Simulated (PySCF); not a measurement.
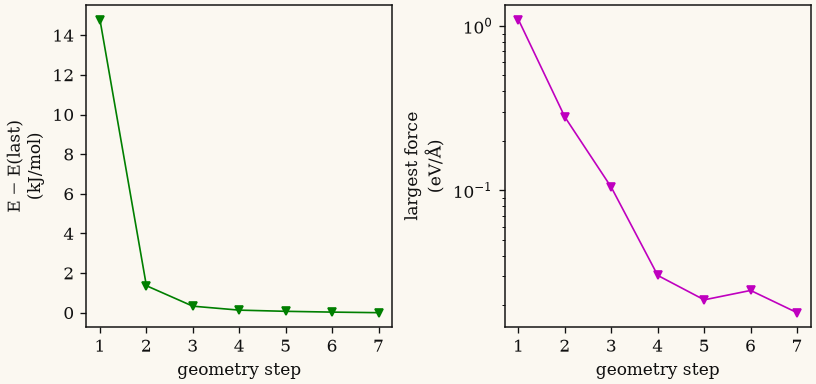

History of a geometry optimisation. C2H10ClPSi2 (SMILES C[Si@@H](P)[SiH2]CCl); PySCF, PBE0-D3(BJ)/def2-SVP, geometry optimisation.

The optimisation met its thresholds at geometry 7, counting the start as the first. The energy fell by about 15 kJ/mol from the first step to the last. The largest force goes from about 1.1 eV/Å at the start to 0.018 eV/Å at the end.
